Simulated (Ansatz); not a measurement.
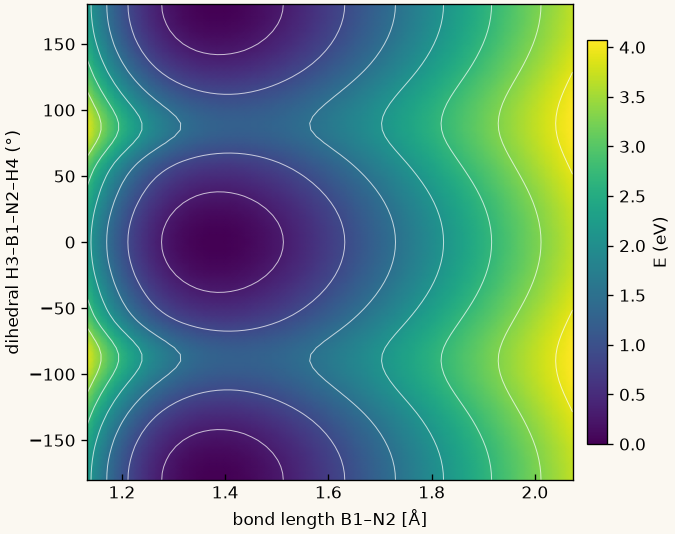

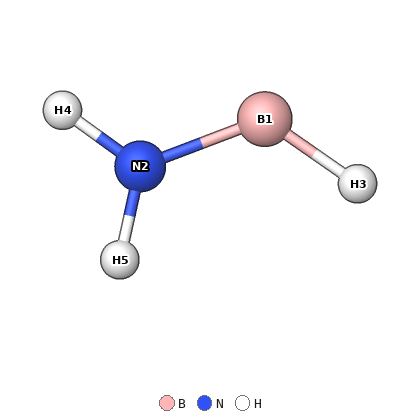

Energy landscape of BH₃N, SMILES [BH]N, spin multiplicity 2. The first coordinate is: bond length B1–N2; the second: dihedral H3–B1–N2–H4. Nothing is relaxed (all other coordinates rigid). The grid has 15 × 15 points; 120 points were computed and 105 follow by symmetry. Points are written as (first, second). Energies: eV, counted from the relaxed molecule at the same level. Level of theory: UHF-MP2, frozen core/def2-TZVP in Ansatz.

The picture shows a smooth colour map with a few white contour lines. Between grid points the surface is interpolated. The second picture is the structure at the lowest point.

Q: Where are the wells?

A: The lowest grid point is at (1.402 Å, −180°), 0.009 eV from the relaxed molecule at the same level; the map holds 2 wells of about this depth. The highest grid point, (2.073 Å, −84°), lies 4.06 eV above the lowest. On the interpolated surface the easiest way out of the lowest well to a well of about the same depth near (1.402 Å, −12°) passes a barrier of about 1.2 eV. Round the minimum the two coordinates are nearly uncoupled.

The input of one point:

```yaml
crystal:
  periodic: [false, false, false]
  atoms:
    - { symbol: B, position_ang: [0.704215, -0.359922, 0.518194] }
    - { symbol: "N", position_ang: [-0.184992, 0.411401, -0.243368] }
    - { symbol: H, position_ang: [0.565043, -1.52208, 0.738869] }
    - { symbol: H, position_ang: [-0.051769, 1.397401, -0.421102] }
    - { symbol: H, position_ang: [-1.018274, 0.034942, -0.665841] }
magnetization:
  spin_polarized: true
  initial_magnetization: 1
basis:
  gaussian: { orbitals: def2-TZVP }
hamiltonian:
  xc: hf
output:
  forces: true
correlation:
  method: mp2
scf:
  omitted_lower_state_checks: [cluster_reference]
```

Each point was launched as `ansatz run input.yaml --threads 1 --pin off --max-ram 2560MiB --backend cpu --events-out ev --progress --plain --runs-dir out`. The whole map (120 points run) took 3.5 min on 1 thread of Arm Neoverse V1, with other jobs on the host.
